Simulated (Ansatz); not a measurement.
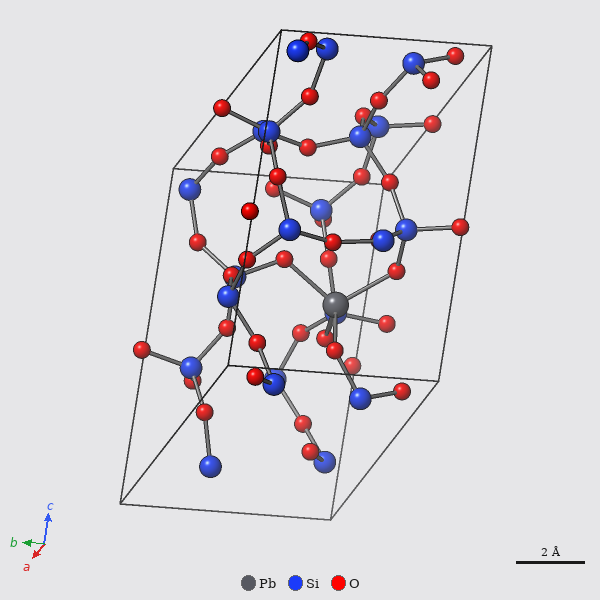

Drawn in the ball-and-stick manner and seen from a general direction. The lines enclose the supercell; boundary atoms appear with their images. The host is SiO2, in a cell of 48 sites, and the cell is neutral.

> Identify the point defect.

Lead on a silicon site (a substitutional impurity). It is bonded to four O in a tetrahedral arrangement at about 2.1 Å.

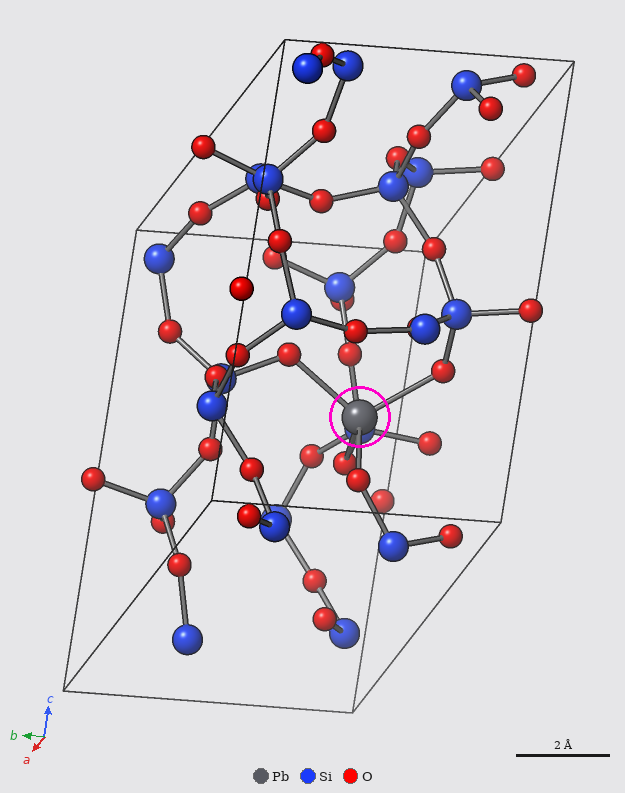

The same cell with a ring at the defect's site.

The atoms were relaxed in the host's cell with DFT PBE, scalar-relativistic, plane waves, PAW (Ansatz).
